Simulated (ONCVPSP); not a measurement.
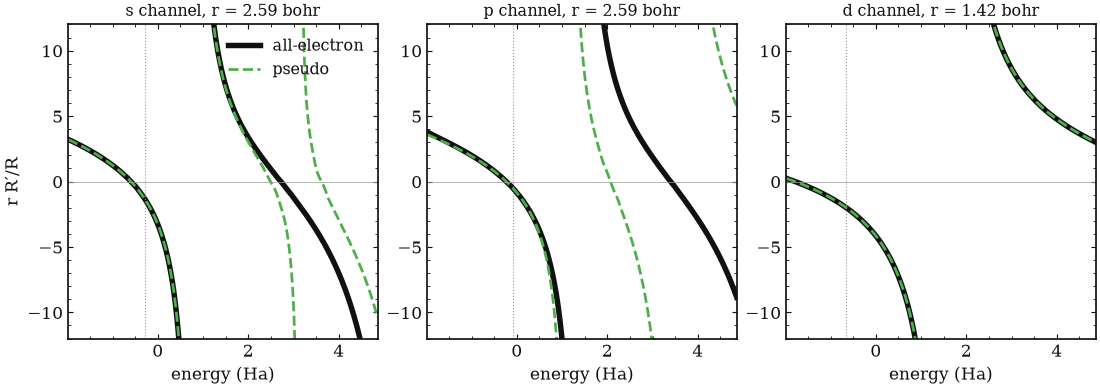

**Figure 1.** Logarithmic derivatives r R′/R at the test radius against energy, all-electron atom (solid) and pseudo-atom (dashed). Here R(r) is the radial function. The dotted line marks the reference energy of the channel. Not drawn: f: not judged.

- Poles, where the radial function vanishes at the test radius: s: all-electron at 0.8 Ha, pseudo at 0.8 and 3.1 Ha; p: all-electron at 1.4 Ha, pseudo at 1.1 and 3.6 Ha; d: all-electron at 1.6 Ha, pseudo at 1.6 Ha.
- Zeros of the logarithmic derivative: s: all-electron -0.6 and 2.7 Ha, pseudo -0.6, 2.5 and 3.6 Ha; p: all-electron -0.2 and 3.4 Ha, pseudo -0.2 and 2.1 Ha; d: all-electron -1.8 Ha, pseudo -1.8 Ha. The potential isn't sound: its ghost test gives GHOST(-) flagged for s at -197.9 eV, p at -103.9 eV, d at -2331.6 eV; GHOST(+) flagged for s at 83.8 eV.

Pseudopotential generation, with input and output: Tl

- system: thallium (Tl, Z = 81), core [Xe] 4f14, reference valence 5d10 6s2 6p1, valence charge 13.
- method: ONCV potential, PBEsol, non-relativistic, made with ONCVPSP 4.0.1

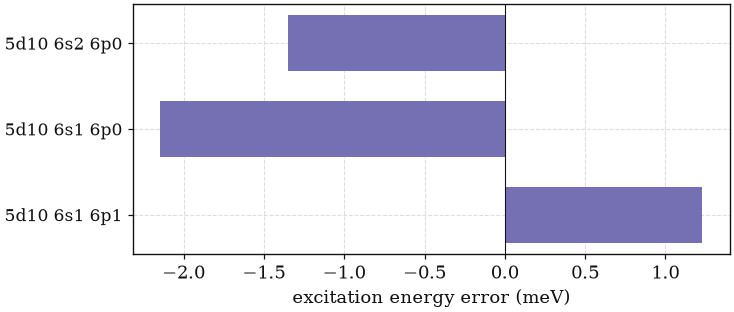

**Figure 2.** Errors, all-electron minus pseudo, of the energies of valence configurations relative to the unpolarised reference 5d10 6s2 6p1. Not all tests gave a result: 1 of 4 tests not solved.

- Worst configuration: 5d10 6s1 6p0 (charge +2): the error is -2.1 meV on an all-electron energy of +23.21 eV relative to the reference, or 0.0092 %.
- Configurations within 10 meV and within 50 meV: 3 and 3 of 3.
- Errors in meV: 5d10 6s2 6p0: -1.4; 5d10 6s1 6p0: -2.1; 5d10 6s1 6p1: +1.2.

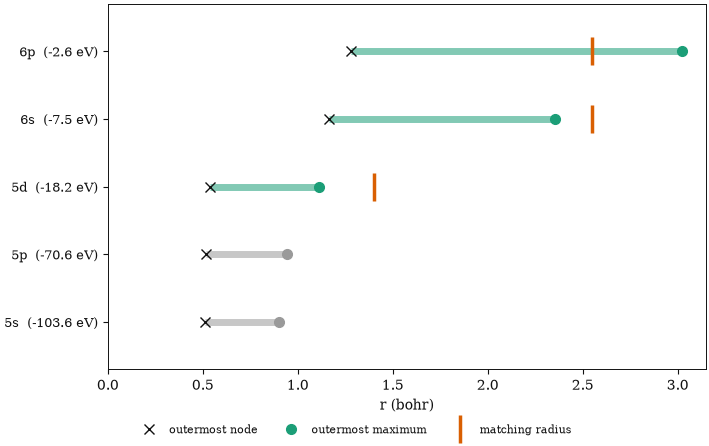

**Figure 3.** Outer shells of the all-electron reference atom: each bar runs from the outermost node (or the nucleus) to the outermost maximum of u(r); the tick is the radius chosen for the pseudo-wave. Shells without a tick have no pseudo-wave of their own. Levels, nodes and maxima are from ld1.x, non-relativistic.

- Radii against the shells: 5d: 1.40 bohr, outside the maximum; 6s: 2.55 bohr, outside the maximum; 6p: 2.55 bohr, between node and maximum.

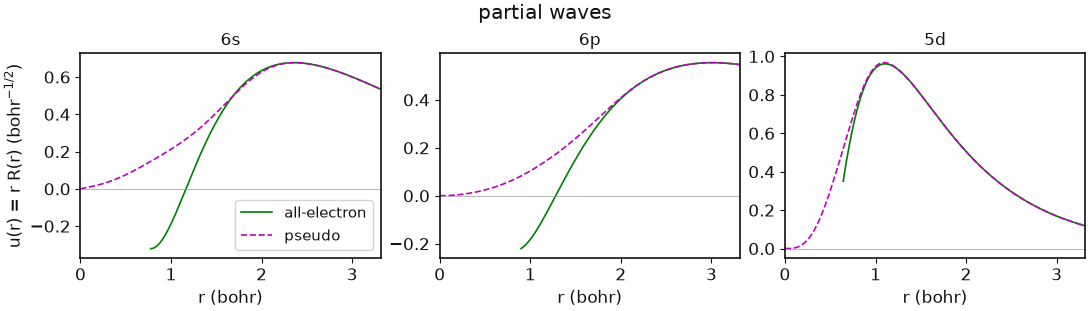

**Figure 4.** All-electron valence functions (solid) with their pseudo partners (dashed). The innermost oscillations of some all-electron curves aren't drawn. Reference configuration 5d10 6s2 6p1.

- Matching radii: 6s at 2.55 bohr; 6p at 2.55 bohr; 5d at 1.40 bohr. The curves merge smoothly, so the plot gives these only roughly.
- Nodes of the pseudo-waves: 6s has no node; 6p has no node; 5d has no node.
- Cutoffs needed: 38 Ha (loose) and 108 Ha (tight), as the cutoffs at which the residual kinetic energy of the hardest occupied pseudo-wave falls to 1 and 0.1 mHa per electron.

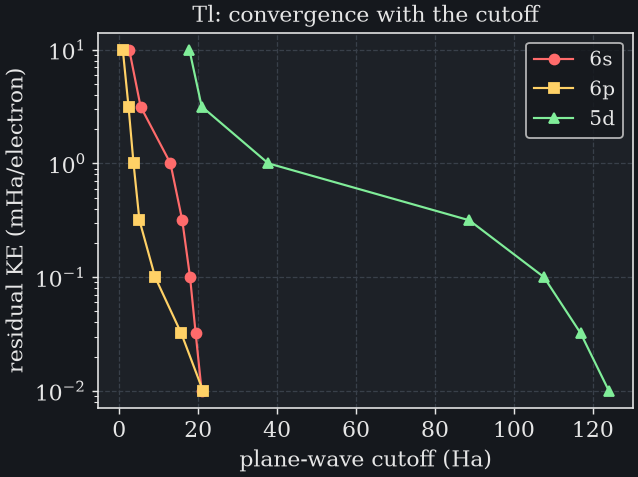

**Figure 5.** Residual kinetic energy of the pseudo-waves (the first of each channel, and further valence shells) beyond the plane-wave cutoff, as the generator prints it.

- Cutoffs for the occupied states: 38 Ha for 1 mHa and 108 Ha for 0.1 mHa per electron. The first is set by 5d.
- Hardest wave at 1 mHa per electron: 5d, with rc = 1.40 bohr and qcut = 6 1/bohr. The optimisation minimises, but can't always remove, the kinetic energy above qcut²/2 = 18.0 Ha, and a larger rc would as a rule soften the wave at some cost in transferability.
- Cutoffs for 1 mHa per electron: 5d: 38 Ha; 6s: 13 Ha; 6p: 3.6 Ha.

These pictures come from the run below.

### Input file
```
# ATOM AND REFERENCE CONFIGURATION
# atsym  z   nc   nv     iexc    psfile
  Tl 81.00   12    3  -116133      upf
#
#   n    l    f
    1    0    2.00
    2    0    2.00
    2    1    6.00
    3    0    2.00
    3    1    6.00
    3    2   10.00
    4    0    2.00
    4    1    6.00
    4    2   10.00
    4    3   14.00
    5    0    2.00
    5    1    6.00
    5    2   10.00
    6    0    2.00
    6    1    1.00
#
# PSEUDOPOTENTIAL AND OPTIMIZATION
# lmax
    2
#
#   l,   rc,      ep,       ncon, nbas, qcut
    0    2.55    0.00    4    7    2.30
    1    2.55    0.00    5    8    2.70
    2    1.40    0.00    4    8    6.00
#
# LOCAL POTENTIAL
# lloc, lpopt,  rc(5),   dvloc0
    4    5    1.15    2.00
#
# VANDERBILT-KLEINMAN-BYLANDER PROJECTORs
# l, nproj, debl
    0    2    0.70
    1    1    3.50
    2    3    1.50
#
# MODEL CORE CHARGE
# icmod, fcfact, rcfact
    3    3.25    1.10
#
# LOG DERIVATIVE ANALYSIS
# epsh1, epsh2, depsh
   -2.00    5.00    0.02
#
# OUTPUT GRID
# rlmax, drl
    6.00    0.01
#
# TEST CONFIGURATIONS
# ncnf
    4
# nvcnf
#   n    l    f
    3
    5    2   10.00
    6    0    2.00
    6    1    0.00
#
    3
    5    2   10.00
    6    0    1.00
    6    1    0.00
#
    3
    5    2   10.00
    6    0    0.00
    6    1    0.00
#
    3
    5    2   10.00
    6    0    1.00
    6    1    1.00
#
```

The log's header says scalar-relativistic, as this program prints it for non-relativistic runs too.

Command:
```bash
oncvpspnr.x < Tl.dat > Tl.out
```

### Output (extracts)
```
ONCVPSP  (Optimized Norm-Conservinng Vanderbilt PSeudopotential)
scalar-relativistic version 4.0.1

#   n    l    f        energy (Ha)
    1    0    2.00    -2.8286454E+03
    2    0    2.00    -4.7508366E+02
    2    1    6.00    -4.5728998E+02
    3    0    2.00    -1.1254885E+02
    3    1    6.00    -1.0409985E+02
    3    2   10.00    -8.8317672E+01
    4    0    2.00    -2.4493474E+01
    4    1    6.00    -2.0807011E+01
    4    2   10.00    -1.4006792E+01
    4    3   14.00    -4.8238443E+00
    5    0    2.00    -3.8072452E+00
    5    1    6.00    -2.5941302E+00
    5    2   10.00    -6.6986617E-01
    6    0    2.00    -2.7702854E-01
    6    1    1.00    -9.5058135E-02

Reference configufation results
  iterations    24
  all-electron total energy (Ha)   -1.89610506D+04

Begin loop to  construct optimized pseudo wave functions
and semi-local pseudopoentials for all angular momenta

   Wellstate for l =  0  n =  7
     eigenvalue =   0.4230
     asymptotic potential =   0.9230
     half-point radius =  5.1857

Calculating optimized projector #   1

 for l=   0

    Fraction of norm inside rc  0.444457
    Optimizing pswf for qcut=   2.30 a_B^-1,  ecut=   2.63 Ha
    Residual kinetic energy error=  8.78D-03 Ha

    Energy error per electron        Cutoff
         Ha          eV             Ha
         0.01000     0.27211        2.53
         0.00100     0.02721       12.98
         0.00010     0.00272       17.94
         0.00001     0.00027       20.88

Calculating optimized projector #   2

 for l=   0

    Fraction of norm inside rc  0.212156
    Optimizing pswf for qcut=   2.30 a_B^-1,  ecut=   2.63 Ha
    Residual kinetic energy error=  1.76D-02 Ha

    Energy error per electron        Cutoff
         Ha          eV             Ha
         0.01000     0.27211        2.93
         0.00100     0.02721        7.99
         0.00010     0.00272       16.80
         0.00001     0.00027       26.60

Calculating optimized projector #   1

 for l=   1

    Fraction of norm inside rc  0.198674
    Optimizing pswf for qcut=   2.71 a_B^-1,  ecut=   3.66 Ha
    Residual kinetic energy error=  9.68D-04 Ha

    Energy error per electron        Cutoff
         Ha          eV             Ha
         0.01000     0.27211        0.90
         0.00100     0.02721        3.63
         0.00010     0.00272        9.09
         0.00001     0.00027       21.22

   Wellstate for l =  2  n =  6
     eigenvalue =   0.8301
     asymptotic potential =   1.3301
     half-point radius =  3.2983

   Wellstate for l =  2  n =  7
     eigenvalue =   2.3301
     asymptotic potential =   2.8301
     half-point radius =  3.4461

Calculating optimized projector #   1

 for l=   2

    Fraction of norm inside rc  0.602232
    Optimizing pswf for qcut=   5.99 a_B^-1,  ecut=  17.97 Ha
    Residual kinetic energy error=  9.16D-03 Ha

    Energy error per electron        Cutoff
         Ha          eV             Ha
         0.01000     0.27211       17.77
         0.00100     0.02721       37.77
         0.00010     0.00272      107.61
         0.00001     0.00027      124.07

Calculating optimized projector #   2

 for l=   2

    Fraction of norm inside rc  0.107378
    Optimizing pswf for qcut=   5.99 a_B^-1,  ecut=  17.97 Ha
    Residual kinetic energy error=  4.38D-03 Ha

    Energy error per electron        Cutoff
         Ha          eV             Ha
         0.01000     0.27211       16.16
         0.00100     0.02721       21.10
         0.00010     0.00272       55.43
         0.00001     0.00027      143.98

Calculating optimized projector #   3

 for l=   2

    Fraction of norm inside rc  0.068470
    Optimizing pswf for qcut=   5.99 a_B^-1,  ecut=  17.97 Ha
    Residual kinetic energy error=  7.03D-03 Ha

    Energy error per electron        Cutoff
         Ha          eV             Ha
         0.01000     0.27211       17.14
         0.00100     0.02721       22.15
         0.00010     0.00272       41.52
         0.00001     0.00027      173.48

Construct Vanderbilt / Kleinmman-Bylander projectors

B matrix Hermiticity error, ll=   0
   1   2    1.0278E-08

  Orthonormal projector coefficients  8.5146E+00  7.9247E-01

B matrix Hermiticity error, ll=   2
   1   2   -1.0723E-08
   1   3    1.4498E-08
   2   3   -1.6257E-09

  Orthonormal projector coefficients -2.0636E+02  5.8754E+00  1.6673E+00

Model core correction analysis
  based on d2Exc/dn_idn_j

d2excae - all-electron derivatives

   -1.825389D-02   -6.157946D-03   -2.741936D-03
   -6.157291D-03   -2.459070D-02   -2.066612D-02
   -2.741485D-03   -2.066174D-02   -2.552892D-02

d2excps - pseudofunction derivatives with no core correction

   -2.929479D-02   -7.463470D-03   -3.147090D-03
   -7.462813D-03   -2.477873D-02   -2.080586D-02
   -3.146659D-03   -2.080162D-02   -2.558014D-02

rms 2nd derivative error    3.737433E-03

rmatch, rhocmatch    1.1324    7.3872

Teter function model core charge with specified parameters

d2excps - pseudofunction derivatives with core correction

   -2.535683D-02   -7.295529D-03   -3.119953D-03
   -7.294864D-03   -2.478208D-02   -2.080895D-02
   -3.119523D-03   -2.080471D-02   -2.558159D-02

rms 2nd derivative error    2.435979E-03

Pseudoatom total energy  -50.934833

Diagnostic tests using Vanderbilt-Kleinman-Bylander pseudopotentials
  1 or more projectors used as specified by nproj input data

   l    rcore       rmatch      e in        delta e   norm test  slope test

   0   2.5545788   2.6321413  -0.2770285   0.0000000   1.0000000   1.0000001
   0   2.5545788   2.6321413   0.4229715  -0.0000000   1.0000001   1.0000001

   1   2.5545788   2.6321413  -0.0950581   0.0000000   1.0000000   1.0000000

   2   1.4044983   1.4471420  -0.6698662   0.0000000   1.0000000   1.0000000
   2   1.4044983   1.4471420   0.8301338   0.0000000   1.0000000   1.0000000
   2   1.4044983   1.4471420   2.3301338   0.0000002   0.9999999   0.9999999

 Testing for bound ghosts
   n   l    E NL Schr. Eq   E Basis Diag.   E Cutoff

       0                       -7.271011     28.66  WARNING - GHOST(-)
   1   0       -0.277029       -0.276045     28.66

       1                       -3.819375     33.73  WARNING - GHOST(-)
   2   1       -0.095058       -0.085851     33.73

       2                      -85.684543    224.61  WARNING - GHOST(-)
   3   2       -0.669866       -0.667721    224.61

 Testing for highly-localized positive-energy ghosts
       l    <radius>/rc     E Basis Diag.   E Cutoff

       0        0.797660        3.077903     28.66  WARNING - GHOST(+)

Test configuration 0

   n   l     f        eae           eps        diff
   1   0  2.0000-2828.64539375
   2   0  2.0000 -475.08366321
   2   1  6.0000 -457.28998166
   3   0  2.0000 -112.54884847
   3   1  6.0000 -104.09984706
   3   2 10.0000  -88.31767212
   4   0  2.0000  -24.49347433
   4   1  6.0000  -20.80701113
   4   2 10.0000  -14.00679248
   4   3 14.0000   -4.82384431
   5   0  2.0000   -3.80724520
   5   1  6.0000   -2.59413023
   5   2 10.0000   -0.66986617   -0.66986617    0.00D+00
   6   0  2.0000   -0.27702854   -0.27702853    4.76D-09
   6   1  1.0000   -0.09505813   -0.09505813    0.00D+00

    Total energies and differences
      AE_ref= -1.89610506D+04  AE_tst= -1.89610506D+04  dif=  0.00D+00
      PS_ref= -5.09348326D+01  PS_tst= -5.09348326D+01  dif= -4.97D-14
      PSP excitation error=  4.97D-14

Test configuration 1

   n   l     f        eae           eps        diff
   1   0  2.0000-2828.90893029
   2   0  2.0000 -475.34640868
   2   1  6.0000 -457.55282928
   3   0  2.0000 -112.81147134
   3   1  6.0000 -104.36248474
   3   2 10.0000  -88.58027956
   4   0  2.0000  -24.75603519
   4   1  6.0000  -21.06957098
   4   2 10.0000  -14.26933672
   4   3 14.0000   -5.08637203
   5   0  2.0000   -4.06976632
   5   1  6.0000   -2.85675731
   5   2 10.0000   -0.93167910   -0.93041336    1.27D-03
   6   0  2.0000   -0.51123096   -0.51128641   -5.54D-05

    Total energies and differences
      AE_ref= -1.89610506D+04  AE_tst= -1.89608548D+04  dif=  1.96D-01
      PS_ref= -5.09348326D+01  PS_tst= -5.07389985D+01  dif=  1.96D-01
      PSP excitation error= -4.97D-05

Test configuration 2

   n   l     f        eae           eps        diff
   1   0  2.0000-2829.27120897
   2   0  2.0000 -475.70650739
   2   1  6.0000 -457.91304290
   3   0  2.0000 -113.17178036
   3   1  6.0000 -104.72280049
   3   2 10.0000  -88.94045593
   4   0  2.0000  -25.11630294
   4   1  6.0000  -21.42981949
   4   2 10.0000  -14.62951723
   4   3 14.0000   -5.44650069
   5   0  2.0000   -4.42942468
   5   1  6.0000   -3.21624353
   5   2 10.0000   -1.28609139   -1.28374155    2.35D-03
   6   0  1.0000   -0.80662669   -0.80652667    1.00D-04

    Total energies and differences
      AE_ref= -1.89610506D+04  AE_tst= -1.89601976D+04  dif=  8.53D-01
      PS_ref= -5.09348326D+01  PS_tst= -5.00817673D+01  dif=  8.53D-01
      PSP excitation error= -7.88D-05

Test configuration 3

psatom: WARNING lschvkbb convergence error n,l,iter=   2   1   5
ea(ii),et,emin,emax -1.123976E-01 -1.236374E-01 -1.236374E-01 -1.236374E-01
run_config: WARNING for fully non-local PS atom, stg. 1
 WARNING no output for configuration 4

Test configuration 4

   n   l     f        eae           eps        diff
   1   0  2.0000-2828.95869054
   2   0  2.0000 -475.39565325
   2   1  6.0000 -457.60200620
   3   0  2.0000 -112.86113955
   3   1  6.0000 -104.41213198
   3   2 10.0000  -88.62984788
   4   0  2.0000  -24.80584038
   4   1  6.0000  -21.11936404
   4   2 10.0000  -14.31910235
   4   3 14.0000   -5.13613554
   5   0  2.0000   -4.11957157
   5   1  6.0000   -2.90641359
   5   2 10.0000   -0.97888256   -0.97817454    7.08D-04
   6   0  1.0000   -0.54124254   -0.54111335    1.29D-04
   6   1  1.0000   -0.32872739   -0.32868678    4.06D-05

    Total energies and differences
      AE_ref= -1.89610506D+04  AE_tst= -1.89606445D+04  dif=  4.06D-01
      PS_ref= -5.09348326D+01  PS_tst= -5.05288393D+01  dif=  4.06D-01
      PSP excitation error=  4.52D-05
```

### Key numbers

- outcome: generated, with a ghost state
- cutoffs needed: 38 Ha and 108 Ha (the cutoffs at which the residual kinetic energy of the hardest occupied pseudo-wave falls to 1 and 0.1 mHa per electron)
- ghost test: GHOST(-) flagged for s at -197.9 eV, p at -103.9 eV, d at -2331.6 eV; GHOST(+) flagged for s at 83.8 eV
- configuration tests: 1 of 4 tests not solved
- rms error of d²Exc/dni dnj: 3.74 mHa without and 2.44 mHa with the model core
- largest excitation error among the tests solved: -2.1 meV (all-electron minus pseudo) for 5d10 6s1 6p0
- clearest signs, in the scattering phases, of states that the all-electron atom lacks: s near 3.1 Ha
- range over which the phases arctan(r R′/R) at the test radius agree within 0.05 rad (a looser test near the poles than one of phase shifts): s: up to about 2.1 Ha; p: up to about 1.1 Ha; d: over the whole range computed; f: not judged, local potential alone
- hardware: 1 CPU thread, shared host
- wall time: 3.4 s

### Notes

The potential has a bound ghost state, so it can't be used as it stands. Warnings of the program, in the generation or the tests: psatom: WARNING lschvkbb convergence error n,l,iter= 2 1 5.
